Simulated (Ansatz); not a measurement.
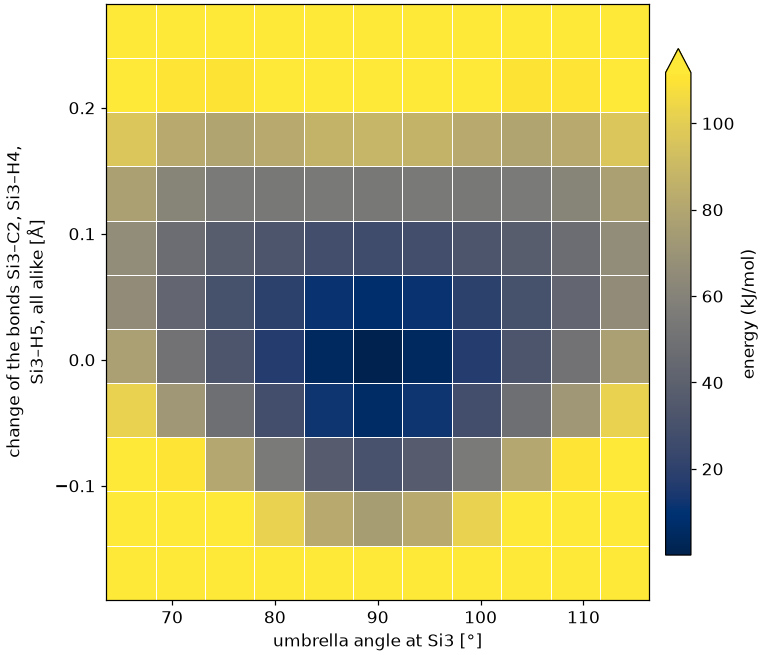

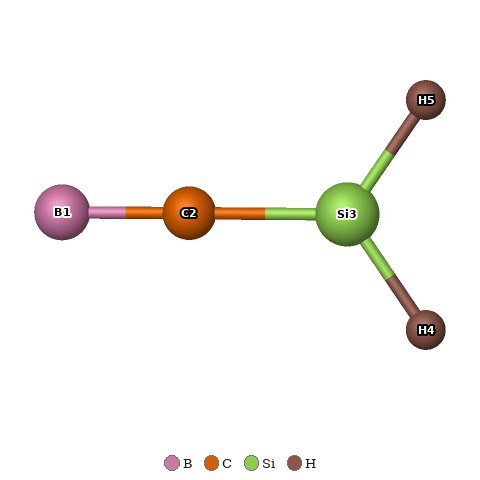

Energy landscape of CH2BSi, SMILES B#C[SiH2], spin multiplicity 2. 
- First axis: umbrella angle at Si3 (between each of its bonds and their common axis; 90 is planar). Second axis: change of the bonds Si3–C2, Si3–H4, Si3–H5, all alike.
- Nothing is relaxed (all other coordinates rigid).
- Grid: 11 × 11 points; 66 points were computed and 55 follow by symmetry.
- Points are written as (first, second).
- All energies are given in kJ/mol relative to the relaxed molecule at the same level.
- In part of the range the unrestricted reference is strongly spin-contaminated.
- Level of theory: UHF/def2-TZVP (Ansatz 0.2.0).

In the figure: one coloured cell a grid point, one colour for all values above the top of the scale. The second picture is the structure at the lowest point.

**Where are the wells?**

The lowest grid point is at (90.0°, 0.003 Å), 0.03 kJ/mol from the relaxed molecule at the same level. It is the only kind of minimum in the scanned range. The highest grid point, (66.0°, −0.169 Å), lies 297 kJ/mol above the lowest. Round the minimum the two coordinates are nearly uncoupled.

Each point was launched as `ansatz run input.yaml --threads 1 --pin off --max-ram 2560MiB --backend cpu --events-out ev --progress --plain --runs-dir out`. Time for the 66 points that were run: 9.5 min on 1 thread of Intel(R) Xeon(R) Platinum 8488C (Sapphire Rapids), with other jobs on the host.
